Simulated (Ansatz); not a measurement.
# CH4B2ClF: inputs that go wrong

3 inputs were typed for CH4B2ClF. Each is run as it stands; the log then has to tell whether the result can be used.

Method: the settings change from run to run; program: Ansatz 0.2.0, Gaussian basis.

### 1 The geometry

The geometry comes from an earlier relaxation with PBE0-D4 in a triple-zeta def2 set; it is a stationary point, not always the lowest conformer.

SMILES `CB(F)BCl`, 9 atoms, charge 0, spin multiplicity 1.

Atoms are counted from 1 here; the program's logs count them from 0.

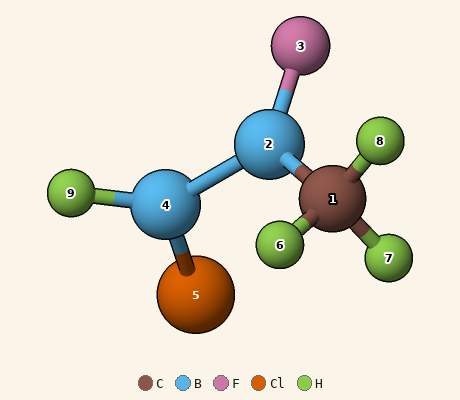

The geometry (carbon brown, boron blue, fluorine pink, chlorine orange, hydrogen green); atoms are numbered from 1 in the order of the file.

### 2 Input 1

Input file in.yaml:

```yaml
crystal:
  periodic: [false, false, false]
  atoms:
    - {symbol: C, position_ang: [1.193178, -0.348840, 0.433069]}
    - {symbol: B, position_ang: [0.137534, 0.422001, -0.419367]}
    - {symbol: F, position_ang: [0.570715, 1.163556, -1.443166]}
    - {symbol: B, position_ang: [-1.538408, 0.340189, -0.153418]}
    - {symbol: Cl, position_ang: [-2.431066, -1.000880, -0.831984]}
    - {symbol: H, position_ang: [0.948189, -0.367518, 1.498304]}
    - {symbol: H, position_ang: [1.182775, -1.397616, 0.106562]}
    - {symbol: H, position_ang: [2.208177, 0.031616, 0.298032]}
    - {symbol: H, position_ang: [-2.182494, 1.111192, 0.494970]}
basis:
  gaussian: {orbitals: aug-cc-pVTZ}
magnetization: {spin_polarized: true, initial_magnetization: 1}
hamiltonian: {xc: {name: HSE06}}
correlation: {method: rpa}
```

The run is started by

```sh
ansatz run in.yaml --threads 2 --pin off --events-out ev --progress --plain --max-ram 4352MiB
```

The program printed:

```text
Error: a molecule whose nuclei and cores have a total charge of 46 cannot have a net charge of 0 together with 1 unpaired electrons
```

Wall time 0.05 s (2 threads of Arm Neoverse V1, shared host).

**Diagnosis.** Refused before any calculation. The number of unpaired electrons doesn't fit the electron count. Cure: make charge and initial_magnetization agree: an even electron count takes an even number of unpaired electrons.

### 3 Input 2

Input file in.yaml:

```yaml
crystal:
  periodic: [false, false, false]
  atoms:
    - {symbol: C, position_ang: [1.193178, -0.348840, 0.433069]}
    - {symbol: B, position_ang: [0.620715, 1.213556, -1.443166]}
    - {symbol: F, position_ang: [0.570715, 1.163556, -1.443166]}
    - {symbol: B, position_ang: [-1.538408, 0.340189, -0.153418]}
    - {symbol: Cl, position_ang: [-2.431066, -1.000880, -0.831984]}
    - {symbol: H, position_ang: [0.948189, -0.367518, 1.498304]}
    - {symbol: H, position_ang: [1.182775, -1.397616, 0.106562]}
    - {symbol: H, position_ang: [2.208177, 0.031616, 0.298032]}
    - {symbol: H, position_ang: [-2.182494, 1.111192, 0.494970]}
basis:
  gaussian: {orbitals: "6-31++G**", nuclear_model: gaussian}
hamiltonian: {xc: {name: wB97M-V}}
output: {forces: true}
```

Same command.

The program printed (excerpt; [...] marks lines left out):

```text
Functional definition: wB97M-V
  name "wB97M-V"
  cite "Mardirossian & Head-Gordon, J. Chem. Phys. 144, 214110 (2016) doi:10.1063/1.4952647"
  cite "Becke, J. Chem. Phys. 107, 8554 (1997) doi:10.1063/1.475007"
  cite "Vydrov & Van Voorhis, J. Chem. Phys. 133, 244103 (2010) doi:10.1063/1.3521275"
  # Of w^i u^j: cxij and so on, Table III.
[...]
  gx(w, u) = 1 - cx + cx01*u + cx10*w
  gss(w, u) = css00 + css04*u^4 + css10*w + css20*w^2 + css43*w^4*u^3
  gos(w, u) = cos00 + cos10*w + (cos20 + cos21*u)*w^2 + (cos60 + cos61*u)*w^6
[...]
      + integral(e_c_pw_mod_opposite_spin*gos(b97_w_opposite, b97_u_opposite)) + vv10(b, c)
1076 factors; integrals over basis functions are off by at most 1.2e-3 eV
301 factors; integrals over basis functions are off by at most 1.8e-5 eV
[...]
a density is far from that of the atoms, so the factors are made again for it
[...]
Total energy: -11631.01434206 eV, -427.4318932861 hartree
Atom 0 at     1.193178    -0.348840     0.433069 Å, force    -0.052447     0.978871    -1.656275 eV/Å
Atom 1 at     0.620715     1.213556    -1.443166 Å, force 81250.479206 81234.072669   -13.457693 eV/Å
Atom 2 at     0.570715     1.163556    -1.443166 Å, force -81253.129766 -81236.597174    17.653834 eV/Å
Atom 3 at    -1.538408     0.340189    -0.153418 Å, force     1.507353     1.298705    -3.259210 eV/Å
Atom 4 at    -2.431066    -1.000880    -0.831984 Å, force     0.688625    -0.165773     0.342047 eV/Å
Atom 5 at     0.948189    -0.367518     1.498304 Å, force    -0.259628     0.469827    -0.098121 eV/Å
Atom 6 at     1.182775    -1.397616     0.106562 Å, force    -0.232375     0.227363    -0.462716 eV/Å
Atom 7 at     2.208177     0.031616     0.298032 Å, force     0.163277    -0.121944     0.411449 eV/Å
Atom 8 at    -2.182494     1.111192     0.494970 Å, force     0.835755    -0.162544     0.526685 eV/Å
Dipole moment:     0.038470     0.018582    -0.069205 e Å
```

Run time: 25 s. Hardware: 2 threads of Arm Neoverse V1, shared host.

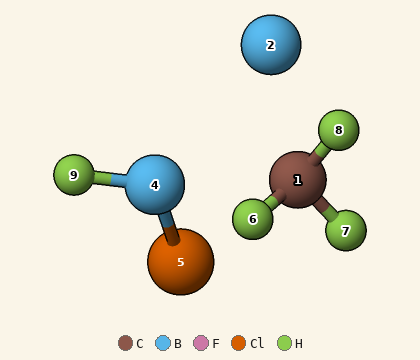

The geometry of this input.

What is wrong: It ended without an error, which proves nothing about the input. One atom was put on top of another. The shortest distance is 0.07 Å (B2–F3), against 1.09 Å in the relaxed molecule. Its energy is no property of the relaxed molecule. Fix: restore the atom's position.

### 4 Input 3

Input file in.yaml:

```yaml
crystal:
  periodic: [false, false, false]
  atoms:
    - {symbol: C, position_ang: [0.715907, -0.244188, 0.259841]}
    - {symbol: B, position_ang: [0.082520, 0.253201, -0.251620]}
    - {symbol: F, position_ang: [0.399500, 0.814489, -0.865900]}
    - {symbol: B, position_ang: [-0.923045, 0.238132, -0.092051]}
    - {symbol: Cl, position_ang: [-1.458640, -0.700616, -0.499190]}
    - {symbol: H, position_ang: [0.568914, -0.257263, 0.898982]}
    - {symbol: H, position_ang: [0.709665, -0.978331, 0.074593]}
    - {symbol: H, position_ang: [1.324906, 0.018970, 0.208623]}
    - {symbol: H, position_ang: [-1.309496, 0.666715, 0.346479]}
basis:
  gaussian: {orbitals: STO-3G, final_grid: {core_spheres: 20, valence_spheres: 16, degree: 47}}
hamiltonian: {xc: {name: r2SCAN0}, dispersion: d3bj}
```

Same command.

The program printed (excerpt; [...] marks lines left out):

```text
Warning: the engine holds no damping parameters fitted to this dispersion correction and functional, so the run takes those fitted to r2scan0 beside the three-body term, which d3bj leaves out (hamiltonian.dispersion, under Limitations)
Functional definition: r2SCAN0
  name "r2SCAN0"
  cite "Bursch, Neugebauer, Ehlert & Grimme, J. Chem. Phys. 156, 134105 (2022) doi:10.1063/5.0086040"
  cite "Furness, Kaplan, Ning, Perdew & Sun, J. Phys. Chem. Lett. 11, 8208 (2020) doi:10.1021/acs.jpclett.0c02405"
  cite "Furness, Kaplan, Ning, Perdew & Sun, J. Phys. Chem. Lett. 11, 9248 (2020) doi:10.1021/acs.jpclett.0c03077"
  parent r2scan
[...]
425 factors; integrals over basis functions are off by at most 1.2e-4 eV
[...]
mean field -17391.48757702 eV, -639.1253800819 hartree, gradient 1.0e-5 eV, S^2 0.000000; 0 other end points of the search recorded, 0 dependent functions left out
reference -17391.48758015 eV, -639.1253801967 hartree; 23, 23 occupied and 10, 10 virtual orbitals, 425 factors
Total energy: -17391.54755586 eV, -639.1275842635 hartree
```

Run time: 1.8 s. Hardware: 2 threads of Arm Neoverse V1, shared host.

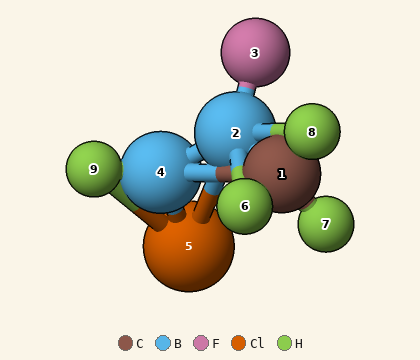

The geometry of this input.

**Diagnosis.** The run converged, but a converged run isn't a right one. The geometry is squeezed well below its size. The shortest distance is 0.66 Å (C1–H6), against 1.09 Å in the relaxed molecule. Its energy is no property of the relaxed molecule. Fix: use the relaxed coordinates.

### 5 Summary

```
input              level      ended                                                            cause    time
    1    RPA/aug-cc-pVTZ    refused  the number of unpaired electrons doesn't fit the electron count  0.05 s
    2  wB97M-V/6-31++G**  converged                               one atom was put on top of another    25 s
    3     r2SCAN0/STO-3G  converged                     the geometry is squeezed well below its size   1.8 s
```

**Reading.** 1 refused, 2 converged. A refusal costs next to no computing time. The dangerous case is the input that converges on a wrong geometry, charge, spin, basis or grid: often only a look at the input shows it.
